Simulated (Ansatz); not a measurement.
The structure in question:

```
C
1.0
     2.46729    0.00000    0.00000
    -1.23365    2.13674    0.00000
     0.00000    0.00000    7.80307
C
4
Direct
  0.00000 0.00000 0.25000
  0.00000 0.00000 0.75000
  0.33333 0.66667 0.25000
  0.66667 0.33333 0.75000
```

> Interpret the file: composition, symmetry and coordination.

The element is carbon. It belongs to space group P6_3/mmc (No. 194) and has a primitive hexagonal lattice. Structure type: graphite type. The cell holds four atoms. Around each C lie three C in a trigonal planar arrangement at 1.42 Å. The bonds build C layers parallel to (001).

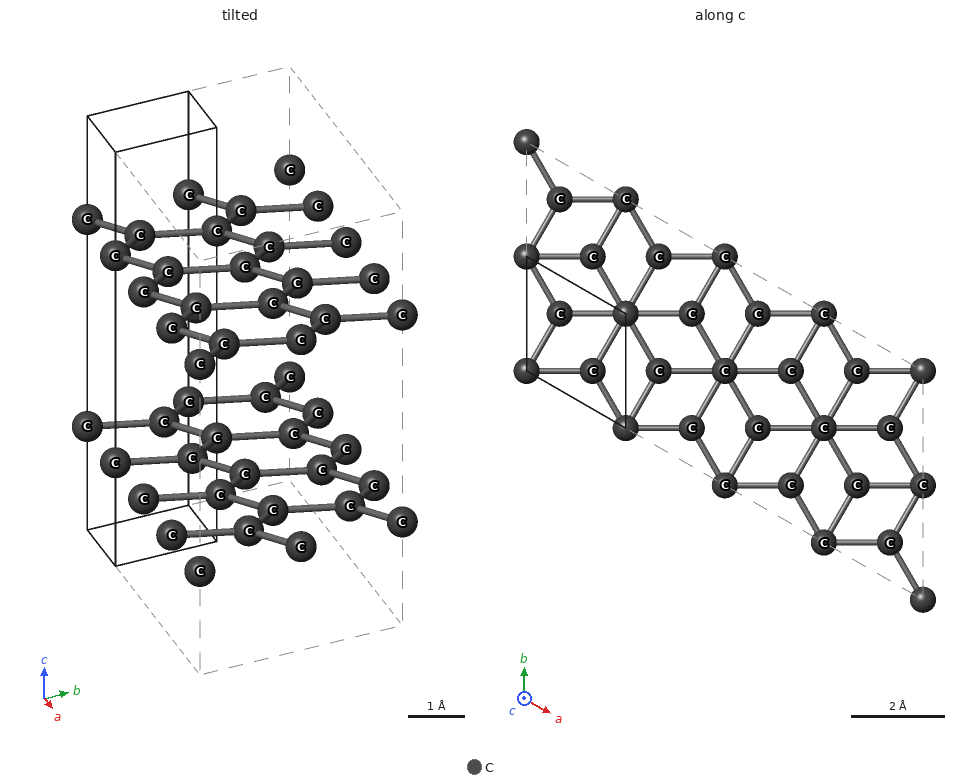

An orthographic ball-and-stick view of the structure, slightly off an axis and along the c axis. A block of 4×2×1 cells is shown, with one conventional unit cell in solid outline.

It derives from a structure listed in the Materials Project. Earlier steps of the study may have refined or changed the cell and positions. A calculation with Ansatz used it as input.
